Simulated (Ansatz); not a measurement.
**SiCNCl2F (SMILES N#C[Si](F)(Cl)Cl): wB97M-V/cc-pVDZ**

What is the energy change on altering one bond length of SiCNCl2F at wB97M-V/cc-pVDZ? 

The results are computed with Ansatz 0.2.0.

136 further runs of the same task are left out: 6 that didn't finish, 130 set aside as unsound or not needed. Runs told in other sessions of the task aren't counted.

**1. The system as given**

The species is SiCNCl2F (6 atoms), meant as a singlet with charge 0. As SMILES, `N#C[Si](F)(Cl)Cl`. The shape is that of a PBE0-D4/def2-TZVP optimisation.

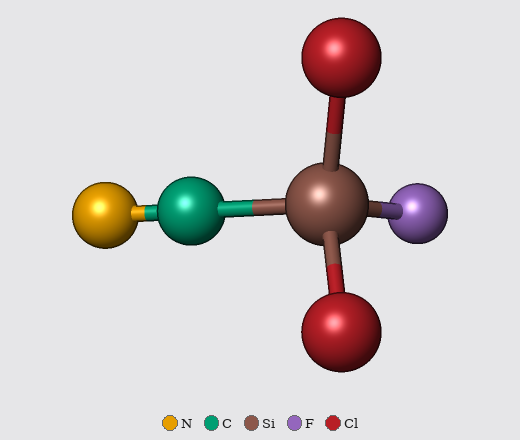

The structure, seen from a chosen angle (nitrogen amber, carbon teal, silicon brown, fluorine purple, chlorine red).

**2. The energy at wB97M-V/cc-pVDZ**

File job.yaml:

```yaml
crystal:
  periodic: [false, false, false]
  atoms:
    - {symbol: N, position_ang: [1.752600, -1.361000, 1.114200]}
    - {symbol: C, position_ang: [0.923100, -0.763300, 0.585900]}
    - {symbol: Si, position_ang: [-0.381900, 0.210300, -0.249400]}
    - {symbol: F, position_ang: [-1.471500, -0.801900, -0.758800]}
    - {symbol: Cl, position_ang: [0.422900, 1.177100, -1.812500]}
    - {symbol: Cl, position_ang: [-1.203100, 1.474700, 1.074300]}
basis:
  gaussian:
    orbitals: cc-pVDZ
hamiltonian:
  xc: {name: wB97M-V}
accuracy: high
output:
  orbitals: {seedname: orbitals}
```

Started as:

```sh
ansatz run job.yaml --threads 1 --pin off --max-ram 3480MiB --events-out events.jsonl --progress --plain --runs-dir runs
```

Output:

```text
Warning: RAYON_NUM_THREADS=1 ignored (pool sized by the plan → 1); use --threads N
Functional definition: wB97M-V
  name "wB97M-V"
  parameter omega = 0.3/bohr
  parameter cx = 0.15
  parameter cx01 = 1.007
  parameter cx10 = 0.259
  parameter css00 = 0.443
  parameter css04 = -1.437
  parameter css10 = -4.535
  parameter css20 = -3.390
  parameter css43 = 4.278
  parameter cos00 = 1.000
  parameter cos10 = 1.358
  parameter cos20 = 2.924
  parameter cos21 = -8.812
  parameter cos60 = -1.390
  parameter cos61 = 9.142
  parameter b = 6.0
  parameter c = 0.01
  gx(w, u) = 1 - cx + cx01*u + cx10*w
  gss(w, u) = css00 + css04*u^4 + css10*w + css20*w^2 + css43*w^4*u^3
  gos(w, u) = cos00 + cos10*w + (cos20 + cos21*u)*w^2 + (cos60 + cos61*u)*w^6
  exchange = spin_sum(e_x_unif_sr(omega)*gx(b97_w, b97_u_x)) + cx*exact_x_sr(omega) + exact_x_lr(omega)
  correlation = spin_sum(e_c_pw_mod_same_spin*gss(b97_w, b97_u_same))
      + integral(e_c_pw_mod_opposite_spin*gos(b97_w_opposite, b97_u_opposite)) + vv10(b, c)
2106 factors; integrals over basis functions are off by at most 3.2e-9 eV
381 factors; integrals over basis functions are off by at most 1.8e-9 eV
mean field evaluation 1: about -38163.9273 eV, gradient 4.4e1 eV
mean field evaluation 2: about -38161.8708 eV, gradient 5.7e1 eV
mean field evaluation 4: about -38168.0772 eV, gradient 2.6e0 eV
mean field evaluation 8: about -38168.2349 eV, gradient 3.3e-1 eV
mean field evaluation 16: about -38168.2352 eV, gradient 3.3e-5 eV
mean field -38168.23519934 eV, -1402.6567722169 hartree, gradient 9.1e-8 eV, S^2 0.000000; 0 other end points of the search recorded, 0 dependent functions left out
reference -38168.23520290 eV, -1402.6567723477 hartree; 35, 35 occupied and 61, 61 virtual orbitals, 2106 factors
Total energy: -38168.23520290 eV, -1402.6567723477 hartree
```

Run time: 97 s. Hardware: 1 thread of Arm Neoverse V1, shared host; peak memory 0.69 GiB.

**3. The distorted shape, same level**

File job.yaml:

```yaml
basis:
  gaussian: {orbitals: cc-pVDZ}
crystal:
  periodic: [false, false, false]
  atoms:
    - {symbol: "N", position_ang: [1.108776, -2.134420, 2.364648]}
    - {symbol: C, position_ang: [0.279276, -1.536720, 1.836348]}
    - {symbol: Si, position_ang: [-1.025724, -0.563120, 1.001048]}
    - {symbol: F, position_ang: [-2.115324, -1.575320, 0.491648]}
    - {symbol: Cl, position_ang: [0.422900, 1.177100, -1.812500]}
    - {symbol: Cl, position_ang: [-1.846924, 0.701280, 2.324748]}
hamiltonian: {xc: {name: wB97M-V}}
accuracy: high
output: {orbitals: {seedname: orbitals}}
```

Started as:

```sh
ansatz run job.yaml --threads 1 --pin off --max-ram 3480MiB --events-out events.jsonl --progress --plain --runs-dir runs
```

Output (excerpt; [...] marks lines left out):

```text
Warning: RAYON_NUM_THREADS=1 ignored (pool sized by the plan → 1); use --threads N
[... 2 set-up lines as earlier in the session ...]
[...]
  gx(w, u) = 1 - cx + cx01*u + cx10*w
  gss(w, u) = css00 + css04*u^4 + css10*w + css20*w^2 + css43*w^4*u^3
  gos(w, u) = cos00 + cos10*w + (cos20 + cos21*u)*w^2 + (cos60 + cos61*u)*w^6
[...]
      + integral(e_c_pw_mod_opposite_spin*gos(b97_w_opposite, b97_u_opposite)) + vv10(b, c)
2045 factors; integrals over basis functions are off by at most 2.9e-9 eV
398 factors; integrals over basis functions are off by at most 1.9e-9 eV
[...]
mean field -38163.48348939 eV, -1402.4821500970 hartree, gradient 5.6e-8 eV, S^2 0.000000; 0 other end points of the search recorded, 0 dependent functions left out
reference -38163.48349335 eV, -1402.4821502424 hartree; 35, 35 occupied and 61, 61 virtual orbitals, 2045 factors
Total energy: -38163.48349335 eV, -1402.4821502424 hartree
```

Wall time 2.2 min (1 thread of Arm Neoverse V1, shared host); peak memory 0.67 GiB.

**4. Outcome**

Level: wB97M-V/cc-pVDZ.

| quantity | value |
| --- | --- |
| first shape: total energy | -1402.65677 Eh |
| first shape: HOMO energy | -12.32 eV |
| first shape: LUMO energy | 0.97 eV |
| first shape: HOMO–LUMO gap | 13.29 eV |
| distorted shape: total energy | -1402.48215 Eh |
| distorted shape: HOMO energy | -10.06 eV |
| distorted shape: LUMO energy | -4.00 eV |
| distorted shape: HOMO–LUMO gap | 6.05 eV |
| energy change with the Si3–Cl5 bond stretched from 2.006 to 3.611 Å | 4.752 eV |

With the Si3–Cl5 bond stretched from 2.006 to 3.611 Å the energy rises by 4.75 eV (458 kJ/mol). The first shape isn't relaxed at this level, so the change isn't measured from a minimum. A restricted reference can't describe the breaking bond well at this length.
